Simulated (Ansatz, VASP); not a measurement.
# Cross-check of Ge (Germanium) between VASP and Ansatz

Aim: how closely do two programs agree when they are given the same cell, functional and k mesh? The cell comes out of the VASP series on this material, whose earlier steps may have relaxed, scaled or displaced it; both programs get it as it stands.

Main program and level: Ansatz 0.2.0; plane waves, with VASP 6.6.1 beside it; relaxation of cell and atoms at LDA and band structure at HSE06, spin-orbit coupling.

### Step 1. Set-up

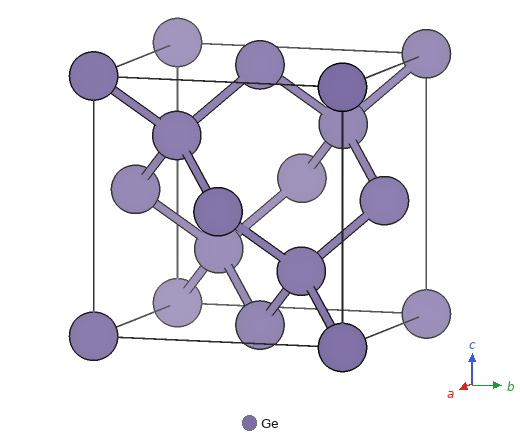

Start, viewed slightly off an axis; germanium purple. This picture shows the conventional cell, with its axes. Bonds to atoms that aren't drawn are left out. Some periodic images of atoms are drawn too.

Coordinates:

```cif
data_structure
_symmetry_space_group_name_H-M 'P 1'
_symmetry_Int_Tables_number 1
_cell_length_a 3.9708
_cell_length_b 3.9708
_cell_length_c 3.9708
_cell_angle_alpha 60.000
_cell_angle_beta 60.000
_cell_angle_gamma 60.000
_cell_volume 44.27
loop_
_atom_site_label
_atom_site_type_symbol
_atom_site_fract_x
_atom_site_fract_y
_atom_site_fract_z
_atom_site_occupancy
Ge1 Ge 0.75000 0.75000 0.75000 1
Ge2 Ge 0.50000 0.50000 0.50000 1
```

### Step 2. Ansatz: relaxation of cell and atoms, LDA

Ansatz runs on its default PAW (the set named soft_2) files.

The relaxed volume is the usual yardstick between codes: its relative difference is about their pressure difference at one cell divided by the bulk modulus.

The input, input.yaml:

```yaml
crystal:
  lattice:
    - [0.0, 2.8077696885, 2.8077696885]
    - [2.8077696885, 0.0, 2.8077696885]
    - [2.8077696885, 2.8077696885, 0.0]
  atoms:
    - { symbol: Ge, position: [0.75, 0.75, 0.75] }
    - { symbol: Ge, position: [0.5, 0.5, 0.5] }
hamiltonian:
  xc: lda
  pseudopotentials: { kind: paw }
kpoints:
  mp_grid: { grid: [6, 6, 6] }
scf:
  occupations: { method: gaussian, width: 0.03 }
relax:
  f_tol: 0.01
  max_steps: 60
  cell: { stress_tol: 0.05 }
output:
  forces: true
  stress: true
```

Started as:

```bash
$ ansatz run input.yaml --threads 4 --pin off --max-ram 9216MiB --backend cpu --events-out ev --progress --plain --runs-dir out
```

Numbers of over 12 decimals in the logs are rounded to 6 here.

Output:

```text
Engine: ansatz 0.2.0, aarch64-unknown-linux-gnu
Pseudopotentials: kind: paw
Pseudopotential: Ge, paw, valence charge 14, recommended cutoff 420 eV (normal), Ge.paw.azcp
Functional definition: SPW92
  exchange = slater_x
  correlation = pw_c
Crystal: 2 atoms, lattice volume = 44.271 Å³
Basis set: ecut = 420 eV, 893 PW (Γ)
Bands: 18, of which v1, the nominal top of the filled ones, is band 14 counted from 1 (13 counted from 0)
Symmetry: 48 space group operations
Space group: Fd-3m (ITA 227), of the structure as read, at distance tolerance 3.5e-5 Å
k-points: 16 of 216
Non-local potential: Ge, projectors of the file, l = 0: 2, l = 1: 2, l = 2: 3, l = 3: 1
PAW form: soft (Blöchl's): semilocal exchange-correlation on the pseudo side does not see the compensation charge
PAW frozen core: Ge, regenerated for the run's functional, and the local potential with it (the file was generated under x = pbe(κ = 0.804, μ = 0.219515), c = pbe(β = 0.066725))
PAW one-centre angular grid: Ge, 590 points (default); XC on 64 Gauss nodes
Initial density: superposition of atomic densities (neutral atoms: chi_scale 0, normalization atom), corrected by the library's trained network
Initial wavefunctions: pseudopotential atomic-orbital guess
Functional: x = slater, c = lda
SCF iter   1: F=—  HF=-8431.393796 eV  |F-HF|=—  |Δ(HF+E_count)|=         —  Δρ=4.50e-3  dr2=3.68e-3  ethr=1.77e-3  ⟨swp⟩=6.0  Hψ=1319  notcnv=0
preconditioner: auto → none  [insulator: Δε(μ)=0.108 eV  Ē_g=23.555 eV  σ=0.030 eV  W_gap=0.68  n_scr=14 (ndim 8)  ℏωp=29.5 eV  f_vac=0.068  D(μ)=0.55/eV (n_scr^D=0)  ε∞_Penn≈2.6]
SCF iter   2: F=—  HF=-8431.391825 eV  |F-HF|=—  |Δ(HF+E_count)|=   1.97e-3  Δρ=2.29e-3  dr2=7.94e-4  ethr=1.31e-5  ⟨swp⟩=1.7  Hψ=457  notcnv=0
SCF iter   3: F=—  HF=-8431.391751 eV  |F-HF|=—  |Δ(HF+E_count)|=   7.41e-5  Δρ=5.81e-4  dr2=7.54e-5  ethr=2.84e-6  ⟨swp⟩=2.0  Hψ=451  notcnv=0
SCF iter   4: F=—  HF=-8431.391645 eV  |F-HF|=—  |Δ(HF+E_count)|=   1.06e-4  Δρ=1.87e-4  dr2=1.00e-5  ethr=2.69e-7  ⟨swp⟩=2.0  Hψ=480  notcnv=0
SCF iter   5: F=—  HF=-8431.391632 eV  |F-HF|=—  |Δ(HF+E_count)|=   1.26e-5  Δρ=6.19e-5  dr2=6.18e-7  ethr=3.58e-8  ⟨swp⟩=2.0  Hψ=513  notcnv=0
SCF iter   6: F=—  HF=-8431.391631 eV  |F-HF|=—  |Δ(HF+E_count)|=   5.12e-7  Δρ=2.44e-5  dr2=1.08e-7  ethr=3.57e-10  ⟨swp⟩=3.8  Hψ=834  notcnv=0
SCF iter   7: F=-8431.391631 eV  HF=-8431.391631 eV  |F-HF|=5.32e-9  |Δ(HF+E_count)|=   1.09e-7  Δρ=3.60e-6  dr2=2.37e-9  ethr=3.57e-10  ⟨swp⟩=4.0  Hψ=975  notcnv=0
SCF 1 converged in 7 iterations: F = -8431.391631 eV  dr2 = 2.37e-9
  greatest PAW one-centre occupation: 0.998 electrons in one spin orbital (limit 2), on the Ge atom at site 1 (counted from 0), in its partial waves of l = 2
relax step   1: F+E_penalty+E_count = -8431.39163136 eV  Δ(F+E_penalty+E_count) = +0.000e0 eV  max|allowed force component| = 1.156e-17 eV/Å  Δτ_max = 0.0000 Å  P = +0.230 GPa  Ω = 44.271 Å³  (7 SCF iters, dr2 threshold 1.00e-7 eV, accepted)
[...]
relax step   2: F+E_penalty+E_count = -8431.39173773 eV  Δ(F+E_penalty+E_count) = -1.064e-4 eV  max|allowed force component| = 1.018e-16 eV/Å  Δτ_max = 0.0000 Å  P = +0.124 GPa  Ω = 44.383 Å³  energy of the carried Pulay correction = -1.921e-5 eV  (3 SCF iters, dr2 threshold 1.33e-7 eV, accepted)
[...]
relax step   3: F+E_penalty+E_count = -8431.39175131 eV  Δ(F+E_penalty+E_count) = -1.358e-5 eV  max|allowed force component| = 8.789e-17 eV/Å  Δτ_max = 0.0000 Å  P = -0.048 GPa  Ω = 44.515 Å³  energy of the carried Pulay correction = -4.182e-5 eV  (3 SCF iters, dr2 threshold 3.87e-8 eV, accepted)
[...]
relax step   4: F+E_penalty+E_count = -8431.39180994 eV  Δ(F+E_penalty+E_count) = -5.863e-5 eV  max|allowed force component| = 7.401e-17 eV/Å  Δτ_max = 0.0000 Å  P = -0.049 GPa  Ω = 44.515 Å³  stress off target by 4.93e-2 GPa  SCF on the basis re-selected at this cell (its energy is not comparable with the rows above)  (5 SCF iters)
basis re-selected at this cell: Δ(F+E_penalty+E_count) = -5.863e-5 eV, ΔP = -0.002 GPa vs the last step (what re-selecting the basis moved, of the pressure what is left beyond the Pulay correction that the steps carried, after the strain that the cell walked since its last selection, with what the two solves' SCF thresholds leave and, on support functions, any second-order correction that the steps lacked; it is no m [...]
SCF converged after 5 iterations
Free energy (F): -8431.391810 eV
Harris-Foulkes:  -8431.391810 eV  (|F-HF|=1.82e-12)
Internal energy: -8431.391588 eV  (E = F + TS)
E sigma→0 (E₀):  -8431.391699 eV
Entropy (-TS):   -0.000222 eV (-0.111 meV/atom)
Fermi energy:    8.506873 eV
--- Per-component energies (eV) ---
  E_band       = -303.982977
  E_kinetic    = 224.644798
  E_local      = -4927.746488  (includes V_loc(G=0)·N_el)
  E_nonlocal   = 843.591098
  E_hartree    = 2160.483281
  E_xc         = -150.832951
  E_vxc        = -130.814496  (∫ρ·V_xc dr)
  E_paw        = -3882.952084  (= ΣΔE_a)
  E_vpaw       = -634.625059  (= ΣTr[D̂ρ^β])
  E_aug_tail   = 0.000626  (compensation charges beyond the density's cutoff)
  E_ewald      = -2702.396521
  E_core_change = 3.816652  (= ΣΔE_core)
  E_smearing   = -0.000222  (= −TS)
  E_closure    = -0.000000  (closes the sum)
  Σ components = -8431.391810   (vs F -8431.391810, Δ=0.00e0)
--- Forces (eV/Å), atoms counted from 1 ---
  atom   1  Ge     0.00000000     0.00000000     0.00000000
  atom   2  Ge    -0.00000000    -0.00000000    -0.00000000
  max |Σ_I F_I| component: 2.31e-17 eV/Å
--- Stress (GPa, compression-positive) ---
       -0.049261      -0.000000      -0.000000
       -0.000000      -0.049261      -0.000000
       -0.000000      -0.000000      -0.049261
  P = ⅓ Tr σ = -0.0493 GPa (-0.493 kbar)
--- Relaxed structure (3 steps of the walk, 3 accepted, 1 SCFs on fresh bases) ---
  F+E_penalty+E_count = -8431.39180994 eV   max|allowed force component| = 7.401e-17 eV/Å   (the final SCF, on the basis selected at the relaxed cell)
  cell:  # Å, volume = 44.5152 Å³
    - [0, 2.812934, 2.812934]
    - [2.812934, 0, 2.812934]
    - [2.812934, 2.812934, 0]
  atoms:
    - { symbol: Ge, position: [0.750000, 0.750000, 0.750000] }
    - { symbol: Ge, position: [0.500000, 0.500000, 0.500000] }
```

Elapsed: 1.7 s, on 4 threads of Arm Neoverse V1, shared host; peak memory 0.29 GiB.

### Step 3. VASP: relaxation of cell and atoms, LDA

The same cell, functional (in two slightly different forms), mesh and smearing now go to VASP, with its own data sets and cutoff.

Lines of VASP's logs that name or quote its potential files are left out, and so is its time.

The input, INCAR:

```
SYSTEM = Ge
PREC = Accurate
ENCUT = 450
EDIFF = 1E-06
NELM = 100
ISMEAR = 0
SIGMA = 0.03
LREAL = .FALSE.
ALGO = Normal
GGA = CA
NBANDS = 20
LORBIT = 11
LWAVE = .FALSE.
LCHARG = .FALSE.
KPAR = 8
IBRION = 2
NSW = 50
ISIF = 3
EDIFFG = -0.006
```

The input, POSCAR:

```
Ge
1.0
    0.0000000000      2.8077696885      2.8077696885
    2.8077696885      0.0000000000      2.8077696885
    2.8077696885      2.8077696885      0.0000000000
Ge
2
Direct
    0.7500000000      0.7500000000      0.7500000000
    0.5000000000      0.5000000000      0.5000000000
```

The input, KPOINTS:

```
Automatic mesh
0
Gamma
6 6 6
0 0 0
```

The projector-augmented-wave data sets are Ge_d (LDA family, release 64).

Started as:

```bash
$ mpirun -np 8 vasp_std
```

Output:

```text
[banner, memory and clock lines left out]
running    8 mpi-ranks, on    1 nodes
 distrk:  each k-point on    1 cores,    8 groups
 distr:  one band on    1 cores,    1 groups

 POSCAR found type information on POSCAR Ge
 POSCAR found :  1 types and       2 ions
|                                                                             |
|           W    W    AA    RRRRR   N    N  II  N    N   GGGG   !!!           |
|           W    W   A  A   R    R  NN   N  II  NN   N  G    G  !!!           |
|           W    W  A    A  R    R  N N  N  II  N N  N  G       !!!           |
|           W WW W  AAAAAA  RRRRR   N  N N  II  N  N N  G  GGG   !            |
|           WW  WW  A    A  R   R   N   NN  II  N   NN  G    G                |
|           W    W  A    A  R    R  N    N  II  N    N   GGGG   !!!           |
|                                                                             |
|     For optimal performance we recommend to set                             |
|       NCORE = 2 up to number-of-cores-per-socket                            |
|     NCORE specifies how many cores store one orbital (NPAR=cpu/NCORE).      |
|     This setting can greatly improve the performance of VASP for DFT.       |
|     The default, NCORE=1 might be grossly inefficient on modern             |
|     multi-core architectures or massively parallel machines. Do your        |
|     Unfortunately you need to use the default for GW and RPA                |
|     calculations (for HF NCORE is supported but not extensively tested      |
|     yet).                                                                   |
|                                                                             |

 LDA part: xc-table for (Slater(with rela. corr.)+CA(PZ))
 , standard interpolation
 POSCAR, INCAR and KPOINTS ok, starting setup
 FFT: planning ... GRIDC
 FFT: planning ... GRID_SOFT
 FFT: planning ... GRID
 WAVECAR not read
 entering main loop
       N       E                     dE             d eps       ncg     rms          rms(c)
DAV:   1     0.177293047838E+03    0.17729E+03   -0.14073E+04   684   0.350E+03
DAV:   2     0.138180923362E+02   -0.16347E+03   -0.15923E+03   644   0.559E+02
DAV:   3    -0.983222104852E+01   -0.23650E+02   -0.23506E+02   748   0.139E+02
DAV:   4    -0.105228434559E+02   -0.69062E+00   -0.69038E+00   700   0.284E+01
DAV:   5    -0.105337197511E+02   -0.10876E-01   -0.10876E-01   736   0.381E+00    0.341E+00
DAV:   6    -0.104063694845E+02    0.12735E+00   -0.39972E-02   720   0.170E+00    0.196E+00
DAV:   7    -0.103424293560E+02    0.63940E-01   -0.82161E-02   684   0.214E+00    0.145E-01
DAV:   8    -0.103432022683E+02   -0.77291E-03   -0.61269E-03   712   0.869E-01    0.473E-02
DAV:   9    -0.103432424690E+02   -0.40201E-04   -0.97838E-05   748   0.107E-01    0.137E-02
DAV:  10    -0.103432389358E+02    0.35332E-05   -0.94505E-06   860   0.430E-02    0.431E-03
DAV:  11    -0.103432388305E+02    0.10534E-06   -0.89350E-07   508   0.790E-03
   1 F= -.10343239E+02 E0= -.10343193E+02  d E =-.103432E+02
 curvature:   0.00 expect dE= 0.000E+00 dE for cont linesearch  0.000E+00
 trial: gam= 0.00000 g(F)=  0.376E-45 g(S)=  0.735E-05 ort = 0.000E+00 (trialstep = 0.100E+01)
 search vector abs. value=  0.735E-05
 reached required accuracy - stopping structural energy minimisation
```

From OUTCAR (step 3):

```text
ion  position               nearest neighbor table
   1  0.750  0.750  0.750-   2 2.43   2 2.43   2 2.43   2 2.43
   2  0.500  0.500  0.500-   1 2.43   1 2.43   1 2.43   1 2.43

  LATTYP: Found a face centered cubic cell.
 ALAT       =     5.6155393770

 Subroutine GETGRP returns: Found 48 space group operations
 (whereof 24 operations were pure point group operations)

The static configuration has the point symmetry T_d .
 The point group associated with its full space group is O_h .

 Found     16 irreducible k-points:

   k-points           NKPTS =     16   k-points in BZ     NKDIM =     16   number of bands    NBANDS=     20

   dimension x,y,z NGX =    28 NGY =   28 NGZ =   28
   dimension x,y,z NGXF=    56 NGYF=   56 NGZF=   56

   ENCUT  =  450.0 eV  33.07 Ry    5.75 a.u.   6.87  6.87  6.87*2*pi/ulx,y,z

   NELECT =      28.0000    total number of electrons

 k-points in reciprocal lattice and weights: Automatic mesh
   0.00000000  0.00000000  0.00000000       0.005
   0.16666667  0.00000000  0.00000000       0.037
   0.33333333  0.00000000  0.00000000       0.037
   0.50000000  0.00000000  0.00000000       0.019
   0.16666667  0.16666667  0.00000000       0.028
   0.33333333  0.16666667  0.00000000       0.111
   0.50000000  0.16666667  0.00000000       0.111
  -0.33333333  0.16666667  0.00000000       0.111
  -0.16666667  0.16666667  0.00000000       0.056
[...]
-0.33333333  0.33333333  0.16666667       0.111
  -0.33333333  0.50000000  0.16666667       0.056

 average (electrostatic) potential at core
       1 -75.1995       2 -75.1995

 E-fermi :   4.9922

 k-point     1 :       0.0000    0.0000    0.0000
  band No.  band energies     occupation
    ...
     10     -19.7415      2.00000
     11      -8.0230      2.00000
     12       4.9552      1.91848
     13       4.9552      1.91848
     14       4.9552      1.91848
     15       5.0169      0.24454
     16       7.4874      0.00000
     17       7.4874      0.00000
     18       7.4874      0.00000
     19      11.2126      0.00000
    ...

 k-point     2 :       0.1667    0.0000    0.0000
  band No.  band energies     occupation
    ...
     10     -19.7270      2.00000
     11      -7.6795      2.00000
     12       1.7426      2.00000
     13       4.4165      2.00000
     14       4.4165      2.00000
     15       5.8932      0.00000
     16       8.1955      0.00000
     17       8.1955      0.00000
     18       9.1214      0.00000
     19      12.6633      0.00000
    ...

 k-point     3 :       0.3333    0.0000    0.0000
  band No.  band energies     occupation
    ...
     10     -19.7163      2.00000
     11      -6.7252      2.00000
     12      -1.2389      2.00000
     13       3.7572      2.00000
     14       3.7572      2.00000
     15       5.3186      0.00000
     16       8.7227      0.00000
     17       8.7227      0.00000
     18      11.9566      0.00000
     19      12.7130      0.00000
    ...

  Total        0.0100767      0.0100767      0.0100767     -0.0000000      0.0000000      0.0000000
  in kB        0.3646829      0.3646829      0.3646829     -0.0000000      0.0000000      0.0000000
  external PRESSURE =       0.3646829 kB  Pullay stress =       0.0000000 kB

  energy-cutoff  :      450.00
  volume of cell :       44.27
      direct lattice vectors                 reciprocal lattice vectors
     0.000000000  2.807769689  2.807769689    -0.178077284  0.178077284  0.178077284
     2.807769689  0.000000000  2.807769689     0.178077284 -0.178077284  0.178077284
     2.807769689  2.807769689  0.000000000     0.178077284  0.178077284 -0.178077284

 POSITION                                       TOTAL-FORCE (eV/Angst)
 -----------------------------------------------------------------------------------
      4.21165      4.21165      4.21165         0.000000      0.000000      0.000000
      2.80777      2.80777      2.80777        -0.000000     -0.000000     -0.000000
 -----------------------------------------------------------------------------------
    total drift:                                0.000000      0.000000      0.000000

  FREE ENERGIE OF THE ION-ELECTRON SYSTEM (eV)
  ---------------------------------------------------
  free  energy   TOTEN  =       -10.3432388305 eV

  energy  without entropy=      -10.3431474420  energy(sigma->0) =      -10.34319314

 reached required accuracy - stopping structural energy minimisation

 total charge
# of ion       s       p       d       tot
------------------------------------------
    1        1.132   1.296  10.027  12.454
    2        1.132   1.296  10.027  12.454
--------------------------------------------------
tot          2.263   2.592  20.053  24.909

[... 3 further parts left out ...]
```

CONTCAR:

```
Ge
   1.00000000000000
     0.0000000000000000    2.8077696885000001    2.8077696885000001
     2.8077696885000001    0.0000000000000000    2.8077696885000001
     2.8077696885000001    2.8077696885000001    0.0000000000000000
  Ge
     2
Direct
     0.7500000000000000    0.7500000000000000    0.7500000000000000
     0.5000000000000000    0.5000000000000000    0.5000000000000000
```

### Step 4. Comparison

Known differences besides the PAW data sets themselves: the two LDA forms differ slightly; both relaxations stop at a tolerance, which leaves soft axes loose, and VASP keeps its plane-wave basis; the cutoff is 420 eV in Ansatz and 450 eV in VASP; Ansatz makes its cores anew for this functional, VASP keeps those of its LDA data sets; Ansatz adds a Pulay correction to the stress that steers its cell, VASP none. Total energies have different zeros and are not compared.

The two programs side by side:

```csv
quantity,Ansatz,VASP,difference
volume (Å³),44.52,44.27,+0.55 %
"edge a after relaxation, in the typed setting (Å)",3.978,3.971,+0.18 %
```

The walks stopped with -0.05 GPa left in Ansatz and 0.04 GPa in VASP; each walk ends within a tolerance, so the volume difference is uncertain by about these residues over the bulk modulus, most in soft cells.

### Step 5. Ansatz: band structure, HSE06, spin-orbit coupling

The same path points are solved in both programs, so levels can be compared one by one. The cell compared in this pair holds 45.28 Å³, against 44.27 Å³ for the pair before.

The input, input.yaml:

```yaml
crystal:
  lattice:
    - [0.0, 2.82891, 2.82891]
    - [2.82891, 0.0, 2.82891]
    - [2.82891, 2.82891, 0.0]
  atoms:
    - { symbol: Ge, position: [0.75, 0.75, 0.75] }
    - { symbol: Ge, position: [0.5, 0.5, 0.5] }
hamiltonian:
  xc: { exchange: pbe, correlation: pbe, exx: { coeff: 0.25, omega: 0.2 } }
  pseudopotentials: { kind: paw_fr }
magnetization:
  noncollinear: true
  spin_orbit: true
kpoints:
  mp_grid: { grid: [5, 5, 5] }
  band_path:
    path:
      - [0.0, 0.0, 0.0]
      - [0.5, 0.0, 0.5]
      - [0.5, 0.22222, 0.72222]
      - [0.40278, 0.34722, 0.75]
      - [0.125, 0.125, 0.25]
      - [0.27778, 0.27778, 0.27778]
      - [0.5, 0.5, 0.5]
      - [0.55556, 0.38889, 0.55556]
      - [0.58333, 0.25, 0.66667]
      - [0.5, 0.30556, 0.69444]
      - [0.48611, 0.48611, 0.52778]
      - [0.625, 0.25, 0.625]
      - [0.5, 0.0, 0.5]
    npoints: 1
scf:
  occupations: { method: gaussian, width: 0.03 }
  n_extra_bands: 14
output:
  forces: true
  stress: true
  eigenvalues: true
  write_density: true
  write_potential: true
  elf: true
  volumetric_format: npy
```

Started as:

```bash
$ ansatz run input.yaml --threads 4 --pin off --max-ram 9216MiB --backend cpu --events-out ev --progress --plain --runs-dir out
```

Output:

```text
[...]
k-point 0: bands = [... 24 lower, 8.3539, 8.3539, 8.3539, 8.3539, 9.1593, 9.1593, 11.3364, 11.3364, ... 10 higher]
  k-point 1: bands = [... 24 lower, 7.4351, 7.4351, 7.6399, 7.6399, 9.8140, 9.8140, 12.3383, 12.3383, ... 10 higher]
  k-point 2: bands = [... 24 lower, 6.7191, 6.7191, 6.9223, 6.9223, 9.1804, 9.1804, 12.7075, 12.7075, ... 10 higher]
  k-point 9: bands = [... 24 lower, 3.8365, 3.8365, 4.9012, 4.9012, 12.3110, 12.3110, 12.6560, 12.6560, ... 10 higher]
[key lines of the parts left out:]
Magnetization: |M| = 0.0000 μB,  M = (+0.0000, +0.0000, +0.0000) μB
Free energy (F): -8590.279218 eV
Fermi energy:    8.756966 eV
P = ⅓ Tr σ = 0.9933 GPa (9.933 kbar)
```

The job ended after 4.8 min (4 threads; peak memory 1.2 GiB).

[end of part 1 of 2]

[Lines on the potential files, build, host, timing and source positions are cut from VASP's logs without a mark.]

[Logs are printed without paths, hosts, clocks, repeated set-up lines and the standing remarks that a program may print on its own settings, such as how far it seeks lower states.]

[Hosts, paths, dates, database ids (printed as entryN), source tags and the programs' standing remarks are cut or masked in the printed files.]
